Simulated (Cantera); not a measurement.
Feed: 1 mol PbO, 0.58 mol H2, 56 mol N2, 0.13 mol CO, at 75.0 Torr.

These are equilibrium values from Cantera (NASA tables, ideal gas, pure condensed phases), not measurements of a reactor. Candidate condensed phases: C, C6H6, C7H8, C8H18, H2O, Pb, PbO, PbO2, Pb3O4; 139 gas species. Each liquid is taken as pure. Mutual solubility and eutectic melting of coexisting phases are not modelled. Gases not in the tables: (PbO)n polymers. The numbers say what is thermodynamically allowed, not how fast it happens.

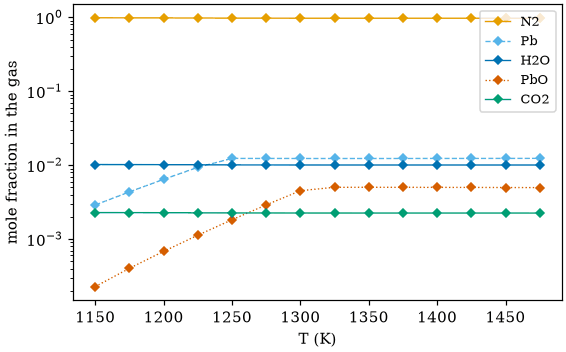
Figure. Equilibrium gas composition (values under 1e-9 drawn at 1e-9)

At 1150 K the condensed part is Pb(l) + PbO(yellow). From 1175 K to 1225 K the condensed part is Pb(l) + PbO(l). From 1250 K to 1300 K the condensed part is PbO(l). From 1325 K to 1475 K nothing is condensed.
